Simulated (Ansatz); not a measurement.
# C₃H₉ClO₃Si: molecular dynamics (part 1 of 2)

- system: C₃H₉ClO₃Si
- method: RKS PBE0-D4/STO-3G (Ansatz 0.2.0)

The run did not end well. One setting was made poor on purpose. It belongs to a series of runs on one base structure; here: dynamics from the start.

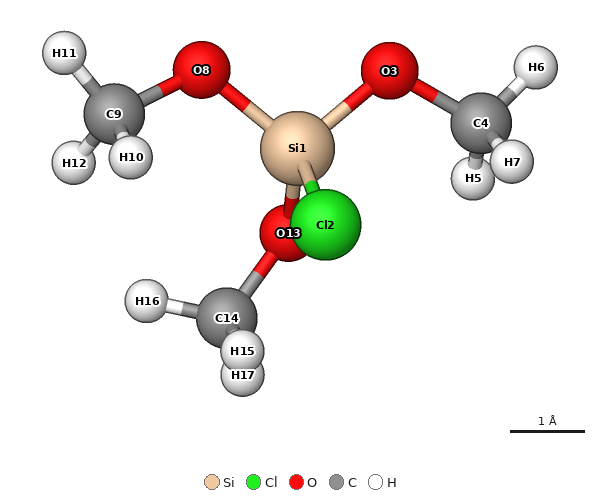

**Figure 1.** The starting structure (ball-and-stick view, seen at a tilt; atoms are numbered from 1 in the order of the input). Bond lengths as drawn: Cl–Si 2.13 Å, C–H 1.10 to 1.11 Å, C–O 1.45 to 1.46 Å and O–Si 1.68 to 1.69 Å.

**Input**
```yaml
crystal:
  periodic: [false, false, false]
  atoms:
    - { symbol: Si, position_ang: [0.019094, -0.19165, -0.418638] }
    - { symbol: Cl, position_ang: [0.006075, 0.035114, 1.698195] }
    - { symbol: O, position_ang: [1.556178, -0.008031, -1.080649] }
    - { symbol: C, position_ang: [2.466919, -1.057074, -0.646497] }
    - { symbol: H, position_ang: [2.103874, -2.075068, -0.894033] }
    - { symbol: H, position_ang: [3.423197, -0.896294, -1.175086] }
    - { symbol: H, position_ang: [2.669261, -1.020767, 0.443655] }
    - { symbol: O, position_ang: [-0.823548, 1.07995, -1.138065] }
    - { symbol: C, position_ang: [-2.141762, 1.322022, -0.578324] }
    - { symbol: H, position_ang: [-2.142135, 1.377971, 0.529181] }
    - { symbol: H, position_ang: [-2.487316, 2.296514, -0.967831] }
    - { symbol: H, position_ang: [-2.884331, 0.556727, -0.884803] }
    - { symbol: O, position_ang: [-0.493253, -1.760817, -0.784174] }
    - { symbol: C, position_ang: [-1.676482, -2.212325, -0.076792] }
    - { symbol: H, position_ang: [-1.639353, -2.002474, 1.011548] }
    - { symbol: H, position_ang: [-2.61037, -1.768926, -0.480075] }
    - { symbol: H, position_ang: [-1.742249, -3.307471, -0.21121] }
basis:
  gaussian: { orbitals: STO-3G }
hamiltonian:
  xc: pbe0
  dispersion: d4
md:
  timestep: 4.0
  n_steps: 40
  ensemble: nvt_langevin
  temperature: 700.0
  initial_velocities: maxwell_boltzmann
  seed: 64480
  friction: 0.005
```

Hardware: 1 thread of AMD EPYC (Zen 3), 32 GiB of memory available, shared host.

Command:
```bash
ansatz run input.yaml --threads 1 --pin off --max-ram 2048MiB --backend cpu --events-out ev --progress --plain --runs-dir out
```

**Output**
```
Engine: ansatz 0.2.0, x86_64-unknown-linux-gnu
Functional definition: PBE0
  parameter a = 0.25
  parameter kappa = 0.804
  parameter beta = 0.06672455060314922
  exchange = (1 - a)*pbe_x(kappa = kappa, mu = beta*pi^2/3) + a*exact_x
  correlation = pbe_c(beta = beta)
838 factors; integrals over basis functions are off by at most 1.1e-5 eV
mean field evaluation 1: about -29430.5092 eV, gradient 3.6e1 eV
mean field evaluation 2: about -29430.2530 eV, gradient 4.0e1 eV
mean field evaluation 4: about -29434.9062 eV, gradient 9.8e-1 eV
mean field evaluation 8: about -29434.8627 eV, gradient 3.1e-2 eV
mean field -29434.86267942 eV, -1081.7112518020 hartree, gradient 3.1e-5 eV, S^2 0.000000; 0 other end points of the search recorded, 0 dependent functions left out
the calculation of the forces begins
reference -29434.86270245 eV, -1081.7112526484 hartree; 41, 41 occupied and 16, 16 virtual orbitals, 838 factors
md step     0: t =     0.00 fs  T =   658.8 K  F+E_penalty+E_count = -29435.25308332 eV  E_kin = 1.447712 eV  (24 SCF iters)
these checks for a lower state are left out or cut short: starts, cluster_reference, orbital_swaps, neighbouring_geometries, increment
838 factors; integrals over basis functions are off by at most 1.5e-5 eV
mean field evaluation 16: about -29432.5140 eV, gradient 8.0e0 eV
mean field -29432.83477597 eV, -1081.6367277250 hartree, gradient 2.4e-5 eV, S^2 0.000000; 0 other end points of the search recorded, 0 dependent functions left out
[... from here on the field's lines of each further geometry are left out, up to the last ...]
md step     1: t =     4.00 fs  T =   906.6 K  F+E_penalty+E_count = -29433.22443904 eV  E_kin = 1.992171 eV  (26 SCF iters, 9 dispersion substeps)
md step     2: t =     8.00 fs  T =  2806.9 K  F+E_penalty+E_count = -29422.30906391 eV  E_kin = 6.168035 eV  (35 SCF iters, 13 dispersion substeps)
md step     3: t =    12.00 fs  T = 11377.0 K  F+E_penalty+E_count = -29406.51434898 eV  E_kin = 24.999971 eV  (54 SCF iters, 19 dispersion substeps)
md step     4: t =    16.00 fs  T = 3657185.9 K  F+E_penalty+E_count = -29299.88326306 eV  E_kin = 8036.373479 eV  (99 SCF iters, 37 dispersion substeps)
md step     5: t =    20.00 fs  T = 14087488.8 K  F+E_penalty+E_count = -29368.89005728 eV  E_kin = 30956.129304 eV  (1797 SCF iters, 297 dispersion substeps)
md step     6: t =    24.00 fs  T = 13632213.6 K  F+E_penalty+E_count = -29345.76926632 eV  E_kin = 29955.698581 eV  (840 SCF iters)
md step     7: t =    28.00 fs  T = 13213710.8 K  F+E_penalty+E_count = -29355.99563422 eV  E_kin = 29036.072209 eV  (807 SCF iters)
the calculation of the forces begins
reference -29354.68169626 eV, -1078.7646550197 hartree; 41, 41 occupied and 16, 16 virtual orbitals, 751 factors
md step     8: t =    32.00 fs  T = 12695373.3 K  F+E_penalty+E_count = -29354.92847329 eV  E_kin = 27897.066879 eV  (576 SCF iters)
these checks for a lower state are left out or cut short: starts, cluster_reference, orbital_swaps, neighbouring_geometries, increment
751 factors; integrals over basis functions are off by at most 2.1e-5 eV
mean field evaluation 576: about -29299.2763 eV, gradient 1.5e-4 eV
mean field -29299.27632906 eV, -1076.7285453301 hartree, gradient 6.8e-10 eV, S^2 0.000000; 0 other end points of the search recorded, 0 dependent functions left out
the calculation of the forces begins
reference -29299.27638965 eV, -1076.7285475566 hartree; 41, 41 occupied and 16, 16 virtual orbitals, 751 factors
md step     9: t =    36.00 fs  T = 13285177.3 K  F+E_penalty+E_count = -29299.50292243 eV  E_kin = 29193.114061 eV  (658 SCF iters)
these checks for a lower state are left out or cut short: starts, cluster_reference, orbital_swaps, neighbouring_geometries, increment
740 factors; integrals over basis functions are off by at most 2.5e-5 eV
mean field evaluation 608: about -29343.6092 eV, gradient 5.1e-1 eV
mean field evaluation 640: about -29343.6493 eV, gradient 4.3e-3 eV
WARN: mean field -29343.64928824 eV, -1078.3592215030 hartree, gradient 8.2e-6 eV, S^2 0.000000; 0 other end points of the search recorded, 0 dependent functions left out; starts or descents were cut at the limit of passes or no minimum was shown, so a lower state may exist
the calculation of the forces begins
reference -29343.64935437 eV, -1078.3592239334 hartree; 41, 41 occupied and 16, 16 virtual orbitals, 740 factors
md step    10: t =    40.00 fs  T = 15826178.2 K  F+E_penalty+E_count = -29343.84215472 eV  E_kin = 34776.760219 eV  (933 SCF iters)
these checks for a lower state are left out or cut short: starts, cluster_reference, orbital_swaps, neighbouring_geometries, increment
728 factors; integrals over basis functions are off by at most 2.1e-5 eV
mean field evaluation 672: about -29345.5888 eV, gradient 1.0e-1 eV
mean field evaluation 704: about -29345.5947 eV, gradient 3.6e-5 eV
WARN: mean field -29345.59472087 eV, -1078.4307148334 hartree, gradient 8.4e-6 eV, S^2 0.000000; 0 other end points of the search recorded, 0 dependent functions left out; starts or descents were cut at the limit of passes or no minimum was shown, so a lower state may exist
the calculation of the forces begins
reference -29345.59479070 eV, -1078.4307173998 hartree; 41, 41 occupied and 16, 16 virtual orbitals, 728 factors
md step    11: t =    44.00 fs  T = 15214603.5 K  F+E_penalty+E_count = -29345.74858043 eV  E_kin = 33432.873654 eV  (889 SCF iters)
these checks for a lower state are left out or cut short: starts, cluster_reference, orbital_swaps, neighbouring_geometries, increment
729 factors; integrals over basis functions are off by at most 1.8e-5 eV
mean field evaluation 736: about -29347.9768 eV, gradient 9.4e-6 eV
WARN: mean field -29347.97678332 eV, -1078.5182540140 hartree, gradient 9.1e-6 eV, S^2 0.000000; 0 other end points of the search recorded, 0 dependent functions left out; starts or descents were cut at the limit of passes or no minimum was shown, so a lower state may exist
the calculation of the forces begins
reference -29347.97685358 eV, -1078.5182565959 hartree; 41, 41 occupied and 16, 16 virtual orbitals, 729 factors
md step    12: t =    48.00 fs  T = 14623249.1 K  F+E_penalty+E_count = -29348.12368227 eV  E_kin = 32133.419771 eV  (513 SCF iters)
these checks for a lower state are left out or cut short: starts, cluster_reference, orbital_swaps, neighbouring_geometries, increment
731 factors; integrals over basis functions are off by at most 1.9e-5 eV
mean field evaluation 768: about -29348.6009 eV, gradient 4.5e-3 eV
mean field evaluation 800: about -29348.6009 eV, gradient 3.2e-3 eV
mean field evaluation 832: about -29348.6010 eV, gradient 2.8e-3 eV
WARN: mean field -29348.60092063 eV, -1078.5411906371 hartree, gradient 8.3e-6 eV, S^2 0.000000; 2 other end points of the search recorded, 0 dependent functions left out; starts or descents were cut at the limit of passes or no minimum was shown, so a lower state may exist
the calculation of the forces begins
reference -29348.60099122 eV, -1078.5411932312 hartree; 41, 41 occupied and 16, 16 virtual orbitals, 731 factors
the trajectory goes on in another electronic state from step 13 on, where its energy jumps by -143.638 meV, which the conserved energy leaves out
md step    13: t =    52.00 fs  T = 14049978.0 K  F+E_penalty+E_count = -29348.74278511 eV  E_kin = 30873.702484 eV  (1657 SCF iters)
```

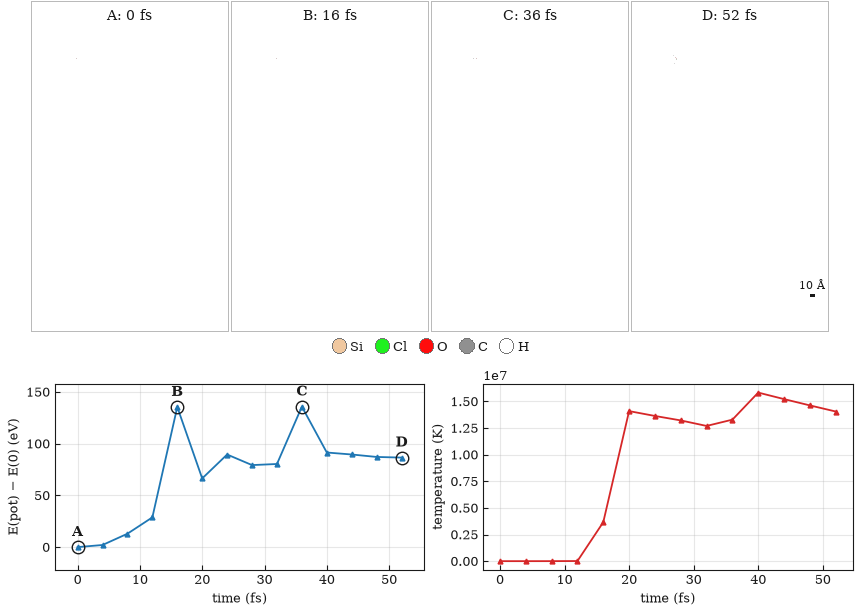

**Figure 2.** Frames of the molecular dynamics (ball-and-stick, seen at a tilt) above the curves, on which the letters mark them. The trajectory kept here has 14 frames over 52 fs. The temperature starts at 659 K, ranges from 659 to 15826178 K and averages 14129753 K over the second half. The potential energy ends 86.510 eV above its first value. After an unweighted best fit of the last frame on the first, the root-mean-square displacement is 189.71 Å, and H5 has moved furthest (726.54 Å).

```
Unfinished report: {"positions_ang":[[-0.6266438660954456,0.7126317767864374,0.11749462030961996],[0.11984056248291292,-0.059328392237468906,2.490956659763689],[0.6943316987911669,-0.18953452114124128,-0.4578780231981099],[-2.287954132466728,52.1781506637489,-41.30593709541272],[67.18370011463635,-631.9512584043163,459.86832770253],[33.458379050666274,-44.798982609408554,-38.42961995165741],[6.147373304426938,-4.313383904046091,22.800455539613335],[-1.2740781116803508,1.6643862919839691,-2.273033957589762],[-0.9363049810780741,2.4490520858892353,-3.373078426486116],[-1.4678901745127746,3.4677410807892852,42.52600376950806],[-6.844689383440969,9.245232051804308,-7.083285461249752],[-21.438848526049426,-17.961254469383807,-0.5274540115409251],[-1.2616165980938745,-1.0610743071387627,-0.16341178636372303],[-8.769674350602548,14.181222067663,-1.092670755395058],[78.73859697893862,-181.52277838319014,13.536235693530886],[-14.658961205034343,2.081685889052734,-3.9691918423609196],[18.102453394257886,-31.85812763727034,-5.786298431371722]],"unchecked":["starts","cluster_reference","orbital_swaps","neighbouring_geometries","increment"],"mean_field":{"relativity":"none","state":{"energy":{"ev":-29348.600991222884,"hartree":-1078.5411932311972},"converged":true,"gradient_ev":8.26011548228485e-6,"stability":{"kind":"undecided","curvature_ev":0.0008463766581550611},"curvature_floor_ev":0.00030000000000000003,"spin_squared":2.842170943040401e-14},"others":[{"energy":{"ev":-29348.60090415014,"hartree":-1078.541190031333},"converged":true,"gradient_ev":2.625523146080047e-6,"stability":{"kind":"undecided","curvature_ev":0.0008918733030283232},"curvature_floor_ev":0.00030000000000000003,"spin_squared":-7.105427357601002e-15},{"energy":{"ev":-29348.600899207282,"hartree":-1078.5411898496861},"converged":true,"gradient_ev":0.00003248581281572161,"stability":{"kind":"saddle","curvature_ev":-0.0010643888655210987},"curvature_floor_ev":0.00030000000000000003,"spin_squared":2.842170943040401e-14}],"fillings":{"estimated":0,"unestimated":0,"tried":0,"untried":0,"excluded_magnetic_sites":0},"n_dropped_functions":0,"n_trapped_functions":0,"passes":{"evaluations":59,"products":1598},"factors":{"origin":"Cholesky decomposition","count":731,"bound_ev":0.000018842577892725142},"gradient_stop_ev":0.00001,"reference_kind":"stationary","functional":{"name":"PBE0","citations":["Adamo & Barone, J. Chem. Phys. 110, 6158 (1999) doi:10.1063/1.478522","Perdew, Burke & Ernzerhof, Phys. Rev. Lett. 77, 3865 (1996) doi:10.1103/PhysRevLett.77.3865"],"text":"name \"PBE0\"\ncite \"Adamo & Barone, J. Chem. Phys. 110, 6158 (1999) doi:10.1063/1.478522\"\ncite \"Perdew, Burke & Ernzerhof, Phys. Rev. Lett. 77, 3865 (1996) doi:10.1103/PhysRevLett.77.3865\"\nparent pbe\nparameter a = 0.25\nparameter kappa = 0.804\nparameter beta = 0.06672455060314922\nexchange = (1 - a)*pbe_x(kappa = kappa, mu = beta*pi^2/3) + a*exact_x\ncorrelation = pbe_c(beta = beta)\n","parameters":{"a":{"value":0.25,"default":0.25},"beta":{"value":0.06672455060314922,"default":0.06672455060314922},"kappa":{"value":0.804,"default":0.804}},"final_grid":{"core_spheres":13.0,"valence_spheres":11.0,"degree":36.0},"final_grid_parameter_source":"default","radial_points_factor":1.0,"radial_grid_error_ev":3.235511906987185e-7,"grid_sensitivity":"normal","grid_sensitivity_ratio":0.001870803151768979},"unsmoothed_excess_ev":-0.00007058994110177778,"symmetry":{"irreps":["A"],"axes":[[-0.3805890168786284,-0.515789046257622,0.7675373997350307],[-0.6369726809330727,0.7479215675516322,0.18675955808483755],[-0.6703863095084011,-0.41782171862142636,-0.6131942656874283]],"occupied":[{"A":41},{"A":41}]},"held":{"pivots":719,"left_out":119,"joined":12},"density_repulsion":{"missed_ev":0.000014710451346101554,"excess_ev":7.854909088792705e-6,"most_excess_ev":0.0002214,"are_drawn_again":false,"n_first_factors":731,"energy_change_ev":0.0,"n_dropped_ends":0}},"factors":{"origin":"Cholesky decomposition","count":731,"bound_ev":0.000018842577892725142},"n_frozen":0,"n_occupied":[41,41],"n_virtual":[16,16],"reference":{"ev":-29348.600991222884,"hartree":-1078.5411932311972},"dispersion":{"energy":{"ev":-0.14186447206475009,"hartree":-0.005213423189186708},"switches_in_reach":[]},"total":{"ev":-29348.74285569495,"hartree":-1078.5464066543864},"forces_ev_per_angstrom":[[0.34390520085295356,-3.76663705195101,1.973010670728297],[-0.7489307742771119,1.0304933714928644,-1.4773812884960367],[-3.628973133790788,-1.1548694893655926,-0.058486296334620214],[0.00001938838684194722,-0.00003411004037847458,0.00003767997670800943],[2.562792728060903e-6,4.7394073008399625e-6,-2.360962550009956e-6],[-0.0004821600004057087,0.0004146108558218578,0.0010339161443862176],[-0.001195548887732475,0.001224526824822848,0.003091917025044046],[3.095031679969803,7.123014596256524,-10.0722374564412],[-3.0753919764995925,-7.20730493703726,10.142198626390018],[0.0011917420236336363,-0.0012199798640393615,-0.0030933484968112836],[-0.008715555226422003,-0.005619112553749362,0.00656156291236779],[0.0015441876604863308,0.0016305107362037817,-3.7726427415957738e-6],[4.012162846405647,3.9751799781279042,-0.5080448040363402],[0.000819861696328219,-0.0037606541964651644,-0.0026706155350527004],[-2.9127196479146633e-6,-5.630706666628529e-6,8.928775792678556e-7],[0.00852795059582478,0.007903109969177141,-0.002975598063702062],[0.00048664100467450607,-0.000414477950216278,-0.0010397250240148212]],"charge_distribution":{"dipole_moment_e_ang":[-2.663249287821983,14.021165216783757,-8.678122740746646],"mulliken_charges_e":[0.575564625646324,-0.42329965209703246,-0.20732769119329397,0.10418916879151396,-0.007421598888021075,-0.0059524454863835174,0.00031479770924391914,-0.11295549102048597,0.1382487651347537,-0.0033048490944898035,-0.01540919751004921,-0.003816035143039409,-0.14270440260884065,0.12346618028160261,-0.007311811248817968,-0.00793347280115464,-0.004346890471822462],"lowdin_charges_e":[0.46344038785242603,-0.4114478918477147,-0.1409332156300529,0.10418916879151219,-0.007421598888021075,-0.005952445486384406,0.0003147977092441412,-0.04870953997468419,0.07655417351423388,-0.0033048490944893594,-0.015409197510049655,-0.003816035143039853,-0.11137776005275057,0.12346618028159995,-0.007311811248817968,-0.007933472801155084,-0.004346890471822462]},"n_threads":1,"memory_gib":1.7045454550534487,"seconds":{"hamiltonian":248.919259007,"orbitals":0.0,"second_order":0.0,"solver_start":0.0,"cycles":0.0,"cycle":0.0,"perturbative":0.0,"full_ci_increment":0.0,"forces":0.0}}
Error: SIGTERM received: run cancelled behind 847 evaluations of the mean field
```

**Trajectory as extended XYZ (Å, eV, eV/Å), 14 frames, from step=0 to step=13**
```
17
Properties=species:S:1:pos:R:3:forces:R:3 step=0 time_fs=0.0 energy=-29435.25308 temperature=658.8
Si    0.0191   -0.1916   -0.4186   -0.0060   0.0013  -0.0047
Cl    0.0061    0.0351    1.6982    0.0015   0.0016   0.0056
O     1.5562   -0.0080   -1.0806    0.0064  -0.0053  -0.0006
C     2.4669   -1.0571   -0.6465   -0.0012   0.0015   0.0049
H     2.1039   -2.0751   -0.8940    0.0008   0.0015   0.0001
H     3.4232   -0.8963   -1.1751    0.0012   0.0009  -0.0012
H     2.6693   -1.0208    0.4437   -0.0004  -0.0011  -0.0042
O    -0.8235    1.0800   -1.1381   -0.0154  -0.0014   0.0091
C    -2.1418    1.3220   -0.5783    0.0050  -0.0061  -0.0028
H    -2.1421    1.3780    0.5292    0.0017  -0.0013  -0.0074
H    -2.4873    2.2965   -0.9678    0.0000  -0.0007  -0.0004
H    -2.8843    0.5567   -0.8848    0.0066   0.0062   0.0032
O    -0.4933   -1.7608   -0.7842   -0.0047   0.0022   0.0041
C    -1.6765   -2.2123   -0.0768   -0.0063   0.0043   0.0052
H    -1.6394   -2.0025    1.0115   -0.0004  -0.0041  -0.0180
H    -2.6104   -1.7689   -0.4801    0.0135  -0.0075   0.0051
H    -1.7422   -3.3075   -0.2112   -0.0025   0.0080   0.0021
```
